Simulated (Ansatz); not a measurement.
## A hypothetical structure for BaSc3

Starting from a made-up structure for BaSc3, the aim is the relaxed cell, its shortest contacts and, where a second run follows, its electronic structure.

Calculated with Ansatz 0.2.0; DFT, PBE, plane-wave PAW, files of the set soft_1, scalar-relativistic, no spin, cell and ions relaxed at zero pressure; PAW set soft_1, in the first sound run; inputs show where later runs differ.

## 1. Set-up

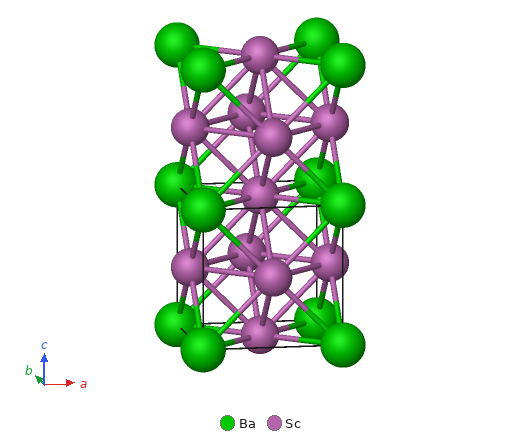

Start, viewed slightly off an axis; barium green, scandium purple. 1×1×2 cells are drawn. Some periodic images of atoms are drawn too.

## 2. Relaxation of the guess

The guess takes its coordinates from another compound and its volume from a rule, so the cell and any free coordinates are relaxed together.

Input file input.yaml:

```yaml
crystal:
  lattice:
    - [4.893, 0.0, 0.0]
    - [0.0, 4.893, 0.0]
    - [0.0, 0.0, 4.893]
  atoms:
    - { symbol: Ba, position: [0.0, 0.0, 0.0] }
    - { symbol: Sc, position: [0.5, 0.0, 0.5] }
    - { symbol: Sc, position: [0.5, 0.5, 0.0] }
    - { symbol: Sc, position: [0.0, 0.5, 0.5] }
kpoints:
  mp_grid: { grid: [6, 6, 6] }
scf:
  occupations: { method: fermi_dirac, width: 0.05 }
hamiltonian:
  xc: pbe
  pseudopotentials: { kind: paw, azcp: { folder: soft_1 } }
relax:
  f_tol: 0.015
  max_steps: 70
  cell: {}
output:
  forces: true
  stress: true
```

Launch:

```sh
ansatz run input.yaml --threads 4 --pin off --max-ram 8192MiB --backend cpu --events-out ev --progress --plain --runs-dir out
```

Numbers of over 12 decimals in the logs are rounded to 6 here.

The program printed:

```text
Engine: ansatz 0.2.0, aarch64-unknown-linux-gnu
Pseudopotentials: kind: paw
Pseudopotential: Ba, paw, valence charge 10, recommended cutoff 420 eV (normal), soft_1/Ba.paw.azcp
Pseudopotential: Sc, paw, valence charge 11, recommended cutoff 420 eV (normal), soft_1/Sc.paw.azcp
Functional definition: PBE
  parameter kappa = 0.804
  parameter beta = 0.066725
  exchange = pbe_x(kappa = kappa, mu = beta*pi^2/3)
  correlation = pbe_c(beta = beta)
Crystal: 4 atoms, lattice volume = 117.146 Å³
Basis set: ecut = 420 eV, 2301 PW (Γ), exchange–correlation on 72×72×72 points (8 copies of the dense FFT grid, shifted against one another)
Bands: 26, of which v1, the nominal top of the filled ones, is band 22 counted from 1 (21 counted from 0)
Symmetry: 48 space group operations
Space group: Pm-3m (ITA 221), of the structure as read, at distance tolerance 4.9e-5 Å
k-points: 20 of 216
Non-local potential: Ba, projectors of the file, l = 0: 3, l = 1: 2, l = 2: 2, l = 3: 2
Non-local potential: Sc, projectors of the file, l = 0: 3, l = 1: 2, l = 2: 3, l = 3: 1
PAW form: soft (Blöchl's): semilocal exchange-correlation on the pseudo side does not see the compensation charge
PAW one-centre angular grid: Ba, 194 points (default); XC on 64 Gauss nodes
PAW one-centre angular grid: Sc, 590 points (default); XC on 64 Gauss nodes
Initial density: superposition of atomic densities (chi_scale 0.1, normalization cell, long waves kept (reshape's long-wave potential 0.00 eV rms))
Initial wavefunctions: pseudopotential atomic-orbital guess
Functional: x = pbe(κ = 0.804, μ = 0.219515), c = pbe(β = 0.066725)
SCF iter   1: F=—  HF=-12356.667537 eV  |F-HF|=—  |Δ(HF+E_count)|=         —  Δρ=4.00e-2  dr2=5.06e0  ethr=3.10e-3  ⟨swp⟩=5.8  Hψ=2202  notcnv=0
preconditioner: auto → Kerker (q_TF=auto, 2.309 Å⁻¹)  [metal: Δε(μ)=0.030 eV  Ē_g=6.420 eV  σ=0.050 eV  W_gap=0.15  n_scr=26 (ndim 8)  ℏωp=14.1 eV  f_vac=0.000  D(μ)=8.08/eV (n_scr^D=80)]
SCF iter   2: F=—  HF=-12355.660386 eV  |F-HF|=—  |Δ(HF+E_count)|=    1.01e0  Δρ=1.36e-2  dr2=6.76e-1  ethr=3.10e-3  ⟨swp⟩=4.0  Hψ=1249  notcnv=0
SCF iter   3: F=—  HF=-12355.533874 eV  |F-HF|=—  |Δ(HF+E_count)|=   1.27e-1  Δρ=5.42e-3  dr2=3.62e-2  ethr=1.57e-3  ⟨swp⟩=2.5  Hψ=727  notcnv=0
SCF iter   4: F=—  HF=-12355.533111 eV  |F-HF|=—  |Δ(HF+E_count)|=   7.63e-4  Δρ=1.04e-3  dr2=1.87e-3  ethr=8.41e-5  ⟨swp⟩=3.4  Hψ=1078  notcnv=0
SCF iter   5: F=—  HF=-12355.533147 eV  |F-HF|=—  |Δ(HF+E_count)|=   3.64e-5  Δρ=3.47e-4  dr2=1.69e-4  ethr=4.36e-6  ⟨swp⟩=3.0  Hψ=969  notcnv=0
SCF iter   6: F=—  HF=-12355.533132 eV  |F-HF|=—  |Δ(HF+E_count)|=   1.53e-5  Δρ=4.42e-5  dr2=4.06e-6  ethr=3.94e-7  ⟨swp⟩=3.0  Hψ=1019  notcnv=0
SCF iter   7: F=—  HF=-12355.533138 eV  |F-HF|=—  |Δ(HF+E_count)|=   6.26e-6  Δρ=9.59e-6  dr2=1.39e-7  ethr=9.44e-9  ⟨swp⟩=2.0  Hψ=613  notcnv=0
SCF iter   8: F=-12355.533138 eV  HF=-12355.533138 eV  |F-HF|=2.02e-10  |Δ(HF+E_count)|=   4.97e-9  Δρ=1.93e-6  dr2=4.80e-9  ethr=2.33e-10  ⟨swp⟩=4.0  Hψ=1558  notcnv=0
SCF 1 converged in 8 iterations: F = -12355.533138 eV  dr2 = 4.80e-9
  greatest PAW one-centre occupation: 0.998 electrons in one spin orbital (limit 2), on the Sc atom at site 2 (counted from 0), in its partial waves of l = 0
relax step   1: F+E_penalty+E_count = -12355.53313829 eV  Δ(F+E_penalty+E_count) = +0.000e0 eV  max|allowed force component| = 3.142e-29 eV/Å  Δτ_max = 0.0000 Å  P = +1.152 GPa  Ω = 117.146 Å³  (8 SCF iters, dr2 threshold 1.00e-7 eV, accepted)
Crystal: 4 atoms, lattice volume = 120.736 Å³
Basis set: ecut = 420 eV, 2373 PW (Γ), exchange–correlation on 72×72×72 points (8 copies of the dense FFT grid, shifted against one another)
Initial density: handed on by an earlier stage of this run
Initial wavefunctions: those handed on with the density
iter 1 solved again at ethr=4.01e-6 eV; its pass at ethr=3.10e-3 eV (dr2=1.72e-3 eV) is discarded
SCF iter   1: F=—  HF=-12355.547717 eV  |F-HF|=—  |Δ(HF+E_count)|=         —  Δρ=9.55e-4  dr2=1.73e-3  ethr=4.01e-6  ⟨swp⟩=2.0  Hψ=3043  notcnv=0
preconditioner: auto → Kerker (q_TF=auto, 2.297 Å⁻¹)  [metal: Δε(μ)=0.024 eV  Ē_g=5.891 eV  σ=0.050 eV  W_gap=0.12  n_scr=26 (ndim 8)  ℏωp=13.9 eV  f_vac=0.000  D(μ)=10.11/eV (n_scr^D=122)]
SCF iter   2: F=—  HF=-12355.547395 eV  |F-HF|=—  |Δ(HF+E_count)|=   3.21e-4  Δρ=5.05e-4  dr2=4.92e-4  ethr=4.01e-6  ⟨swp⟩=1.8  Hψ=565  notcnv=0
SCF iter   3: F=—  HF=-12355.547284 eV  |F-HF|=—  |Δ(HF+E_count)|=   1.12e-4  Δρ=9.79e-5  dr2=1.80e-5  ethr=1.14e-6  ⟨swp⟩=2.0  Hψ=713  notcnv=0
SCF iter   4: F=—  HF=-12355.547257 eV  |F-HF|=—  |Δ(HF+E_count)|=   2.71e-5  Δρ=2.25e-5  dr2=7.35e-7  ethr=4.19e-8  ⟨swp⟩=2.0  Hψ=710  notcnv=0
iter 5 did not close the SCF: its close was put off for the readings that it lacked (scf_convergence_deferred on its scf_iter line)
SCF iter   5: F=-12355.547257 eV  HF=-12355.547257 eV  |F-HF|=1.67e-8  |Δ(HF+E_count)|=   1.85e-7  Δρ=4.45e-6  dr2=3.92e-8  ethr=1.71e-9  ⟨swp⟩=2.2  Hψ=649  notcnv=0
SCF iter   6: F=-12355.547257 eV  HF=-12355.547257 eV  |F-HF|=7.77e-10  |Δ(HF+E_count)|=   1.84e-9  Δρ=1.21e-6  dr2=2.14e-9  ethr=9.12e-11  ⟨swp⟩=2.0  Hψ=1422  notcnv=0
SCF 2 converged in 6 iterations: F = -12355.547257 eV  dr2 = 2.14e-9
  greatest PAW one-centre occupation: 0.998 electrons in one spin orbital (limit 2), on the Sc atom at site 3 (counted from 0), in its partial waves of l = 0
relax step   2: F+E_penalty+E_count = -12355.54725687 eV  Δ(F+E_penalty+E_count) = -1.412e-2 eV  max|allowed force component| = 1.014e-29 eV/Å  Δτ_max = 0.0000 Å  P = +0.144 GPa  Ω = 120.736 Å³  energy of the carried Pulay correction = -1.662e-4 eV  (6 SCF iters, dr2 threshold 4.00e-7 eV, accepted)
Crystal: 4 atoms, lattice volume = 121.267 Å³
iter 1 solved again at ethr=7.84e-8 eV; its pass at ethr=3.10e-3 eV (dr2=3.37e-5 eV) is discarded
SCF iter   1: F=—  HF=-12355.547521 eV  |F-HF|=—  |Δ(HF+E_count)|=         —  Δρ=1.37e-4  dr2=3.71e-5  ethr=7.84e-8  ⟨swp⟩=2.0  Hψ=2930  notcnv=0
preconditioner: auto → Kerker (q_TF=auto, 2.295 Å⁻¹)  [metal: Δε(μ)=0.023 eV  Ē_g=5.888 eV  σ=0.050 eV  W_gap=0.12  n_scr=26 (ndim 8)  ℏωp=13.9 eV  f_vac=0.000  D(μ)=10.14/eV (n_scr^D=122)]
SCF iter   2: F=—  HF=-12355.547482 eV  |F-HF|=—  |Δ(HF+E_count)|=   3.89e-5  Δρ=7.12e-5  dr2=1.01e-5  ethr=7.84e-8  ⟨swp⟩=1.9  Hψ=582  notcnv=0
SCF iter   3: F=—  HF=-12355.547480 eV  |F-HF|=—  |Δ(HF+E_count)|=   2.22e-6  Δρ=1.48e-5  dr2=4.29e-7  ethr=2.35e-8  ⟨swp⟩=2.0  Hψ=710  notcnv=0
iter 4 did not close the SCF: its close was put off for the readings that it lacked (scf_convergence_deferred on its scf_iter line)
SCF iter   4: F=-12355.547480 eV  HF=-12355.547480 eV  |F-HF|=1.27e-10  |Δ(HF+E_count)|=   2.61e-8  Δρ=3.35e-6  dr2=1.48e-8  ethr=9.99e-10  ⟨swp⟩=2.0  Hψ=710  notcnv=0
iter 5 did not close the SCF: its close was put off for the readings that it lacked (scf_convergence_deferred on its scf_iter line)
SCF iter   5: F=-12355.547480 eV  HF=-12355.547480 eV  |F-HF|=4.58e-10  |Δ(HF+E_count)|=   4.23e-9  Δρ=6.97e-7  dr2=9.46e-10  ethr=3.44e-11  ⟨swp⟩=2.0  Hψ=659  notcnv=0
SCF iter   6: F=-12355.547480 eV  HF=-12355.547480 eV  |F-HF|=1.09e-11  |Δ(HF+E_count)|=  9.09e-11  Δρ=1.96e-7  dr2=5.30e-11  ethr=2.20e-12  ⟨swp⟩=1.6  Hψ=1387  notcnv=0
SCF 3 converged in 6 iterations: F = -12355.547480 eV  dr2 = 5.30e-11
relax step   3: F+E_penalty+E_count = -12355.54748016 eV  Δ(F+E_penalty+E_count) = -2.233e-4 eV  max|allowed force component| = 6.130e-30 eV/Å  Δτ_max = 0.0000 Å  P = +0.006 GPa  Ω = 121.267 Å³  energy of the carried Pulay correction = -1.903e-4 eV  (6 SCF iters, dr2 threshold 5.19e-8 eV, accepted)
Initial wavefunctions: pseudopotential atomic-orbital guess (no wavefunctions were taken with the density)
iter 1 solved again at ethr=8.90e-7 eV; its pass at ethr=3.10e-3 eV (dr2=3.83e-4 eV) is discarded
SCF iter   1: F=—  HF=-12355.547677 eV  |F-HF|=—  |Δ(HF+E_count)|=         —  Δρ=4.87e-5  dr2=7.77e-8  ethr=8.90e-7  ⟨swp⟩=3.0  Hψ=3331  notcnv=0
eigensolver tolerance schedule: the retry pair's looser diagonalisation over-reported the residual by 4923.49 of it (diagonalisation noise at an unbounded share of the residual, at the tolerance the schedule requests for it); recorded, not acted on — ethr = c·dr2/N_el stays at c = 1.0e-1
SCF iter   2: F=—  HF=-12355.547655 eV  |F-HF|=—  |Δ(HF+E_count)|=   2.16e-5  Δρ=2.46e-5  dr2=1.96e-8  ethr=1.81e-10  ⟨swp⟩=2.9  Hψ=1012  notcnv=0
SCF iter   3: F=—  HF=-12355.547658 eV  |F-HF|=—  |Δ(HF+E_count)|=   3.33e-6  Δρ=9.86e-7  dr2=1.94e-10  ethr=4.56e-11  ⟨swp⟩=2.3  Hψ=929  notcnv=0
iter 4 did not close the SCF: its close was put off for the readings that it lacked (scf_convergence_deferred on its scf_iter line)
SCF iter   4: F=-12355.547658 eV  HF=-12355.547658 eV  |F-HF|=1.09e-11  |Δ(HF+E_count)|=   2.89e-9  Δρ=2.25e-7  dr2=2.63e-11  ethr=1.00e-12  ⟨swp⟩=2.1  Hψ=658  notcnv=0
iter 5 did not close the SCF: its close was put off for the readings that it lacked (scf_convergence_deferred on its scf_iter line)
SCF iter   5: F=-12355.547658 eV  HF=-12355.547658 eV  |F-HF|=0.00e0  |Δ(HF+E_count)|=  1.82e-11  Δρ=9.27e-8  dr2=5.48e-12  ethr=1.00e-12  ⟨swp⟩=1.0  Hψ=520  notcnv=0
iter 6 did not close the SCF: its close was put off for the readings that it lacked (scf_convergence_deferred on its scf_iter line)
SCF iter   6: F=-12355.547658 eV  HF=-12355.547658 eV  |F-HF|=3.64e-12  |Δ(HF+E_count)|=  7.28e-12  Δρ=2.29e-8  dr2=6.33e-13  ethr=1.00e-12  ⟨swp⟩=1.0  Hψ=520  notcnv=0
iter 7 did not close the SCF: its close was put off for the readings that it lacked (scf_convergence_deferred on its scf_iter line)
SCF iter   7: F=-12355.547658 eV  HF=-12355.547658 eV  |F-HF|=3.64e-12  |Δ(HF+E_count)|=  7.28e-12  Δρ=3.76e-9  dr2=2.39e-14  ethr=1.00e-12  ⟨swp⟩=1.0  Hψ=520  notcnv=0
SCF iter   8: F=-12355.547658 eV  HF=-12355.547658 eV  |F-HF|=5.46e-12  |Δ(HF+E_count)|=  1.82e-12  Δρ=7.67e-10  dr2=4.87e-16  ethr=1.00e-12  ⟨swp⟩=1.4  Hψ=1129  notcnv=0
SCF 4 converged in 8 iterations: F = -12355.547658 eV  dr2 = 4.87e-16
relax step   4: F+E_penalty+E_count = -12355.54765822 eV  Δ(F+E_penalty+E_count) = -1.781e-4 eV  max|allowed force component| = 6.541e-30 eV/Å  Δτ_max = 0.0000 Å  P = +0.005 GPa  Ω = 121.267 Å³  stress off target by 4.93e-3 GPa  SCF on the basis re-selected at this cell (its energy is not comparable with the rows above)  (8 SCF iters)
basis re-selected at this cell: Δ(F+E_penalty+E_count) = -1.781e-4 eV, ΔP = -0.001 GPa vs the last step (what re-selecting the basis moved, of the pressure what is left beyond the Pulay correction that the steps carried, after the strain that the cell walked since its last selection, with what the two solves' SCF thresholds leave and, on support functions, any second-order correction that the steps lacked; it is no m [...]
SCF converged after 8 iterations
Free energy (F): -12355.547658 eV
Harris-Foulkes:  -12355.547658 eV  (|F-HF|=5.46e-12)
Internal energy: -12355.466099 eV  (E = F + TS)
E sigma→0 (E₀):  -12355.506879 eV
Entropy (-TS):   -0.081559 eV (-20.390 meV/atom)
Fermi energy:    8.671123 eV
--- Per-component energies (eV) ---
  E_band       = -581.091162
  E_kinetic    = 776.003377
  E_local      = -3022.638570  (includes V_loc(G=0)·N_el)
  E_nonlocal   = 526.085307
  E_hartree    = 1071.189550
  E_xc         = -451.459281
  E_vxc        = -439.222844  (∫ρ·V_xc dr)
  E_paw        = -8169.394466  (= ΣΔE_a)
  E_vpaw       = -563.697665  (= ΣTr[D̂ρ^β])
  E_aug_tail   = 0.000131  (compensation charges beyond the density's cutoff)
  E_ewald      = -3085.252148
  E_smearing   = -0.081559  (= −TS)
  E_closure    = -0.000000  (closes the sum)
  Σ components = -12355.547658   (vs F -12355.547658, Δ=0.00e0)
--- Forces (eV/Å), atoms counted from 1 ---
  atom   1  Ba     0.00000000     0.00000000    -0.00000000
  atom   2  Sc    -0.00000000    -0.00000000    -0.00000000
  atom   3  Sc     0.00000000     0.00000000     0.00000000
  atom   4  Sc     0.00000000    -0.00000000    -0.00000000
  max |Σ_I F_I| component: 6.97e-30 eV/Å
--- Stress (GPa, compression-positive) ---
        0.004929       0.000000       0.000000
        0.000000       0.004929       0.000000
        0.000000       0.000000       0.004929
  P = ⅓ Tr σ = 0.0049 GPa (0.049 kbar)
--- Relaxed structure (3 steps of the walk, 3 accepted, 1 SCFs on fresh bases) ---
  F+E_penalty+E_count = -12355.54765822 eV   max|allowed force component| = 6.541e-30 eV/Å   (the final SCF, on the basis selected at the relaxed cell)
  cell:  # Å, volume = 121.2669 Å³
    - [4.949721, 0, 0]
    - [0, 4.949721, 0.0]
    - [0, 0.0, 4.949721]
  atoms:
    - { symbol: Ba, position: [0, 0, 0] }
    - { symbol: Sc, position: [0.5, 0, 0.5] }
    - { symbol: Sc, position: [0.5, 0.5, 0] }
    - { symbol: Sc, position: [0, 0.5, 0.5] }
```

Elapsed: 4.5 s, on 4 threads of Arm Neoverse V1, shared host; peak memory 0.46 GiB; 16 s of CPU time.

Relaxation path:

```csv
step,energy less that of the first step (eV),largest force component (eV/Å),pressure (GPa),volume (Å³)
1,0.0000,0.0000,1.15,117.15
2,-0.0141,0.0000,0.14,120.74
3,-0.0143,0.0000,0.01,121.27
4*,-0.0145,0.0000,0.00,121.27
```

Relaxation steps marked * repeat the geometry before them on a plane-wave basis chosen anew for their cell, so energy and pressure can jump there.

The run keeps the 48 symmetry operations that it works with, so distortions that break them were not tested.

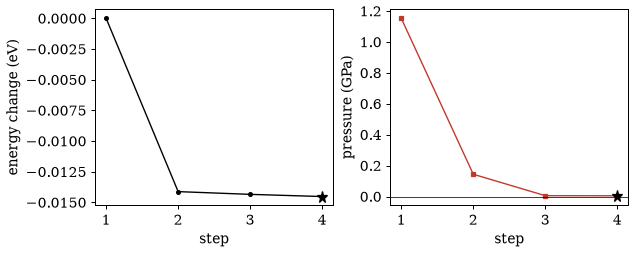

Energy and pressure along the relaxation. Stars mark steps on a basis chosen anew.

```csv
"conventional cell, symmetrised",before,after,change
a (Å),4.893,4.950,+1.2 %
b (Å),4.893,4.950,+1.2 %
c (Å),4.893,4.950,+1.2 %
volume (Å³/atom),29.29,30.32,+3.5 %
```

Final coordinates:

```xyz
4
Lattice="4.9497 0.0000 0.0000 0.0000 4.9497 0.0000 0.0000 0.0000 4.9497" Properties=species:S:1:pos:R:3 pbc="T T T"
Ba    0.0000    0.0000    0.0000
Sc    2.4749    0.0000    2.4749
Sc    2.4749    2.4749    0.0000
Sc    0.0000    2.4749    2.4749
```

This step gave:

| Item | Value |
| --- | --- |
| free energy | -12355.5477 eV |
| energy at zero smearing | -12355.5069 eV |
| smearing term TS | 0.08156 eV |
| Fermi energy | 8.671 eV |
| electrons | 43 |
| symmetry operations | 48 |
| pressure | 0.004929 GPa |

The shortest distance of each pair, which need not be the same contact before and after:

```csv
pair,guess (Å),relaxed (Å)
Ba–Sc,3.460,3.500
Sc–Sc,3.460,3.500
Ba–Ba,4.893,4.950
```

The relaxation ends with a pressure of 0.00 GPa.

[end of part 1 of 2]

[Logs are printed without paths, hosts, clocks, repeated set-up lines and the standing remarks that a program may print on its own settings, such as how far it seeks lower states.]

[Hosts, paths, dates, database ids (printed as entryN), source tags and the programs' standing remarks are cut or masked in the printed files.]
